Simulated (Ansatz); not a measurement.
The starting structures come from a database of crystals and need not be the phases stable at ambient conditions.

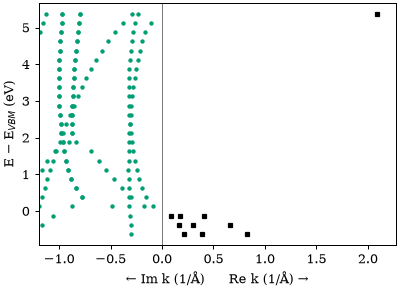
Figure: Complex bands at the centre of the two-dimensional zone; r2SCAN (Ansatz, an electronic-structure program)

No gap correction and no spin-orbit coupling; mid-gap values are interpolated between computed energies.

### Question
This is AlN (Fm-3m, rock salt, not sure to be the ambient phase, 2 atoms a cell, 8.4 Å³ an atom, -6 GPa at this level) along the normal of (110). Read off the slowest decay at the centre of the two-dimensional zone at 2.62 eV, the computed energy nearest the middle of the gap.

### Answer
κ ≈ 0.30 1/Å, a decay length 1/(2κ) of the density of 1.6 Å.
